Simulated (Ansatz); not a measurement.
**BH3S (SMILES BS): levels of theory compared**

Aim: a comparison of 6 runs (BLYP/STO-3G, CAM-B3LYP/STO-3G, UPBE0/STO-3G, wB97X/STO-3G, CCSDT/STO-3G, UCCSD(T)/STO-3G) of BH3S. 

Program for the calculation: Ansatz 0.2.0.

54 further runs of the same task are left out: 2 that didn't finish, 52 set aside as unsound or not needed.

## Step 1: The structure to begin with

The species is BH3S (5 atoms), meant as a singlet with charge 0. SMILES: `BS`. The S2–B1 distance was set to 4.412 Å, away from the relaxed value. At this shape a bond of the SMILES string is far longer than usual.

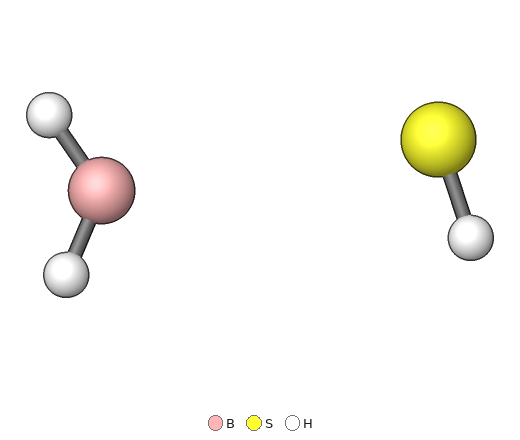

Viewed from a chosen angle; boron pink, sulfur yellow, hydrogen white.

## Step 2: The energy at BLYP/STO-3G (run 1)

Input file in.yaml:

```yaml
crystal:
  periodic: [false, false, false]
  atoms:
    - {symbol: B, position_ang: [-1.222802, -2.907857, 0.451701]}
    - {symbol: S, position_ang: [0.161700, 1.236900, -0.154300]}
    - {symbol: H, position_ang: [-2.393602, -3.043257, 0.627801]}
    - {symbol: H, position_ang: [-0.463602, -3.824457, 0.437801]}
    - {symbol: H, position_ang: [1.476100, 1.004400, -0.313600]}
basis:
  gaussian:
    orbitals: STO-3G
hamiltonian:
  xc: {name: BLYP}
accuracy: high
```

Started as:

```sh
ansatz run in.yaml --threads 1 --pin off --max-ram 2610MiB --events-out events.jsonl --progress --plain --runs-dir runs
```

Standard output:

```text
Warning: RAYON_NUM_THREADS=1 ignored (pool sized by the plan → 1); use --threads N
Functional definition: BLYP
  name "BLYP"
  parameter beta = 0.0042
  parameter a = 0.04918
  parameter b = 0.132
  parameter c = 0.2533
  parameter d = 0.349
  exchange = b88_x(beta = beta)
  correlation = lyp_c(a = a, b = b, c = c, d = d)
251 factors; integrals over basis functions are off by at most 3.1e-8 eV
mean field evaluation 1: about -11413.4013 eV, gradient 2.0e1 eV
mean field evaluation 2: about -11311.7977 eV, gradient 7.4e1 eV
mean field evaluation 4: about -11413.2729 eV, gradient 1.8e1 eV
mean field evaluation 8: about -11422.8750 eV, gradient 9.0e-1 eV
mean field evaluation 16: about -11422.8422 eV, gradient 4.5e-9 eV
mean field evaluation 32: about -11422.6270 eV, gradient 4.9e0 eV
mean field -11422.84218340 eV, -419.7817075595 hartree, gradient 4.5e-9 eV, S^2 0.000000; 5 other end points of the search recorded, 0 dependent functions left out
reference -11422.84222648 eV, -419.7817091425 hartree; 12, 12 occupied and 5, 5 virtual orbitals, 251 factors
Total energy: -11422.84222648 eV, -419.7817091425 hartree
```

Wall time 2 s (1 thread of Arm Neoverse V1, shared host).

## Step 3: A single-point energy at CAM-B3LYP/STO-3G (run 2)

in.yaml: that of step 2 with these lines changed.

```diff
@@ -9,6 +9,5 @@
 basis:
-  gaussian:
-    orbitals: STO-3G
-hamiltonian:
-  xc: {name: BLYP}
+  gaussian: {orbitals: STO-3G}
+magnetization: {spin_polarized: false, initial_magnetization: 0}
+hamiltonian: {xc: {name: CAM-B3LYP}}
 accuracy: high
```

Started as:

```sh
ansatz run in.yaml --threads 1 --pin off --max-ram 2610MiB --events-out events.jsonl --progress --plain --runs-dir runs
```

Standard output:

```text
Warning: RAYON_NUM_THREADS=1 ignored (pool sized by the plan → 1); use --threads N
Functional definition: CAM-B3LYP
  name "CAM-B3LYP"
  parameter alpha = 0.19
  parameter beta = 0.46
  parameter omega = 0.33/bohr
  parameter ac = 0.81
  exchange = (1 - alpha - beta)*b88_x + beta*b88_x_sr(omega) + alpha*exact_x + beta*exact_x_lr(omega)
  correlation = (1 - ac)*vwn5_c + ac*lyp_c
251 factors; integrals over basis functions are off by at most 3.1e-8 eV
145 factors; integrals over basis functions are off by at most 1.8e-9 eV
mean field evaluation 1: about -11413.8358 eV, gradient 2.0e1 eV
mean field evaluation 2: about -11316.8260 eV, gradient 6.6e1 eV
mean field evaluation 4: about -11414.0596 eV, gradient 2.5e1 eV
mean field evaluation 8: about -11414.9146 eV, gradient 1.4e1 eV
mean field evaluation 16: about -11421.8518 eV, gradient 2.3e-6 eV
mean field -11421.85179125 eV, -419.7453113193 hartree, gradient 2.6e-8 eV, S^2 0.000000; 2 other end points of the search recorded, 0 dependent functions left out
reference -11421.85180663 eV, -419.7453118843 hartree; 12, 12 occupied and 5, 5 virtual orbitals, 251 factors
Total energy: -11421.85180663 eV, -419.7453118843 hartree
```

It took 1.2 s on 1 thread of Arm Neoverse V1, shared host.

Runs 3 to 5 aren't shown in full; the table further down has their settings and results.

## Step 4: A single-point energy at UCCSD(T)/STO-3G (run 6)

Input file run.yaml:

```yaml
basis:
  gaussian: {orbitals: STO-3G}
crystal:
  periodic: [false, false, false]
  atoms:
    - {symbol: B, position_ang: [-1.222802, -2.907857, 0.451701]}
    - {symbol: S, position_ang: [0.161700, 1.236900, -0.154300]}
    - {symbol: H, position_ang: [-2.393602, -3.043257, 0.627801]}
    - {symbol: H, position_ang: [-0.463602, -3.824457, 0.437801]}
    - {symbol: H, position_ang: [1.476100, 1.004400, -0.313600]}
magnetization: {spin_polarized: true, initial_magnetization: 0}
correlation: {method: ccsd_t, frozen_orbitals: {B: 1, H: 0, S: 5}}
accuracy: high
scf: {omitted_lower_state_checks: [cluster_reference, increment]}
```

Started as:

```sh
ansatz run run.yaml --threads 1 --pin off --max-ram 2610MiB --events-out events.jsonl --progress --plain --runs-dir runs
```

Standard output:

```text
Warning: RAYON_NUM_THREADS=1 ignored (pool sized by the plan → 1); use --threads N
[... 16 lines left out ...]
6 core orbitals not correlated: weight in the atoms' cores, before any rotation towards them, 1.000 or more for the frozen orbitals, at most 0.000 for the correlated occupied ones
[... 61 lines left out ...]
Total energy: -11406.44087406 eV, -419.1789705584 hartree
Checks for a lower state left out: cluster_reference, increment
```

Wall time 0.46 s (1 thread of Arm Neoverse V1, shared host).

## Step 5: All runs side by side

```csv
run,level,frozen core orbitals,energy (Eh),wall time
1,BLYP/STO-3G,–,-419.781709,2 s
2,CAM-B3LYP/STO-3G,–,-419.745312,1.2 s
3,UPBE0/STO-3G,–,-419.718511,4.5 s
4,wB97X/STO-3G,–,-419.761906,4.8 s
5,CCSDT/STO-3G,6,-419.179296,0.3 s
6,UCCSD(T)/STO-3G,6,-419.178971,0.46 s
```

## Step 6: Outcome

| quantity | value |
| --- | --- |
| run 6: total energy | -419.17897 Eh |
| run 6: correlation energy (6 core orbitals frozen) | -59.4 mEh |
| run 6: (T) correction | -0.22 mEh |
| run 6: ⟨S²⟩ of the reference determinant | 1.004 |
| run 6: T1 diagnostic | 0.004 |

Totals of different functionals can't be ranked against each other. In run 5 the log says that unrestricted orbitals would lower the reference, so the values rest on an unstable closed-shell determinant (other closed-shell runs at this shape may share the fault). In runs 1, 2, 3, 4, 5, 6 the basis is minimal, so the values are rough. Spin contamination of the reference: run 6 ⟨S²⟩ = 1.00, run 3 ⟨S²⟩ = 1.00. Where it is this large, the reference is a mixture of spin states, and values that rest on it are in doubt. All runs together took 13 s, the longest 4.8 s.
